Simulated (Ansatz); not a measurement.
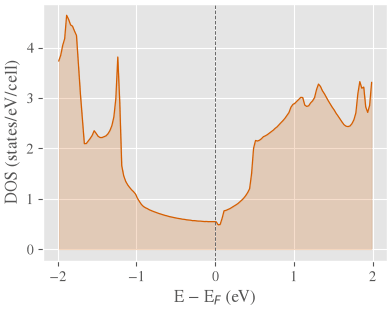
Figure. Density of states of ZrRu (Pm-3m) near the Fermi level, PBEsol, rigid bands in Ansatz (a first-principles code).

### Question
With 2 atoms a cell, what bare Sommerfeld coefficient γ = (π²/3) k_B² N(E_F) follows?

### Answer
N(E_F) ≈ 0.54 states/eV a cell at 300 K, so γ ≈ 0.64 mJ/(mol of atoms·K²), before many-body enhancement (phonons, spin fluctuations, correlation).

### Question
How far does the Fermi level move in a rigid band for 0.1 electron a cell added or removed?

### Answer
159 meV and -182 meV.

A metal at this level (no band gap); rigid bands, thermally averaged at 300 K, both spins. Spin-orbit coupling is left out. Geometry: cell and atoms relaxed with PBEsol.

Formula and space group known from diffraction (Crystallography Open Database), not checked to be the room-temperature form: ZrRu (Pm-3m).
